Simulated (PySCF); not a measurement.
**GaBr (charge +1, doublet): density, localisation and related maps**

```xyz
2

Ga    0.0000    0.0000   -1.2064
Br    0.0000    0.0000    1.0536
```

Method: PBE0/def2-TZVPPD, non-relativistic Hamiltonian with scalar-relativistic core potentials where named, at a bond length of 2.260 Å (PySCF 2.14.0).

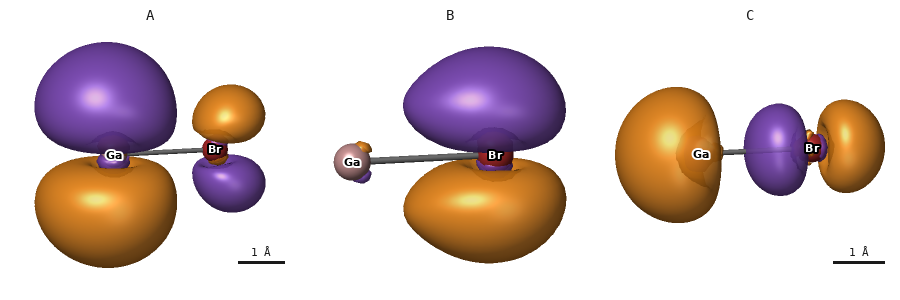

Figure 1. Three frontier α-spin orbitals, each drawn at the value that holds 80 % of its norm (orange and purple are the two phases), in no order; of a degenerate pair one member is drawn.

Q: Name the orbitals and rank them from lowest to highest energy.

A: Orbital B: π, occupied in this spin, −14.98 eV; mainly on Br (90 %).
Orbital C: σ, occupied in this spin, −14.77 eV; shared between the atoms (Ga 60 %, Br 40 %).
Orbital A: π, empty in this spin, −8.11 eV; mainly on Ga (85 %).

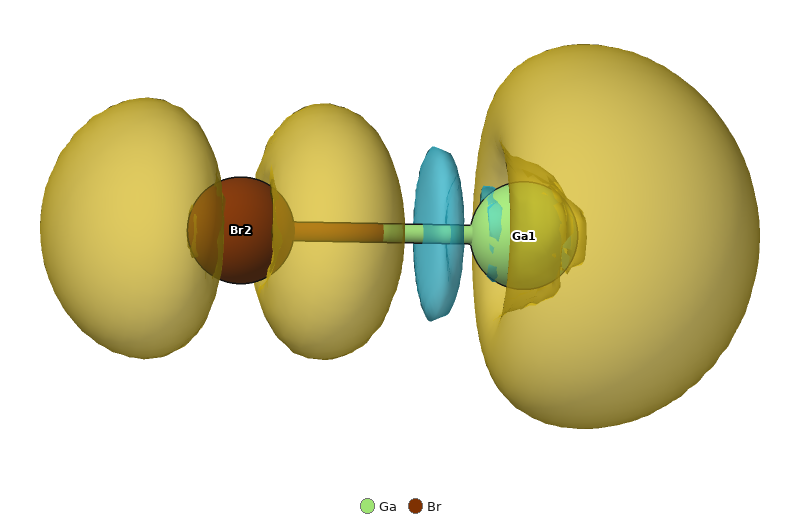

Figure 2. Isosurfaces of the spin density (α minus β) at +0.015 (yellow) and −0.015 e/Å³ (cyan), seen from one side.

Q: Which atoms carry the spin?

A: The unpaired spin (1 electron) lies mostly on Ga1 (about 0.6) and Br2 (about 0.4), in electrons by Hirshfeld's partition.

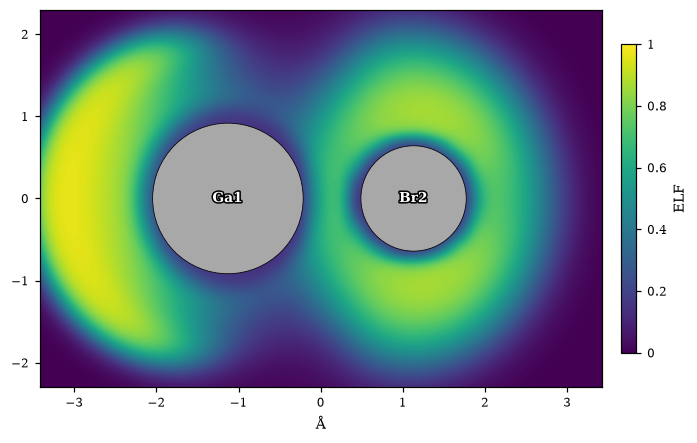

Figure 3. Electron localisation function on a plane that holds the molecular axis. Grey discs cover the atomic cores.

Q: Read the bonding off the picture.

A: Atoms in the plane: Ga and Br. Ga–Br (2.26 Å): the ELF peaks at about 0.70 in the valence shell of Br, 1.0 Å from its nucleus, and is about 0.60 at the midpoint. The ELF also peaks beside Br2, away from the bonds: non-bonding electrons, paired or unpaired.
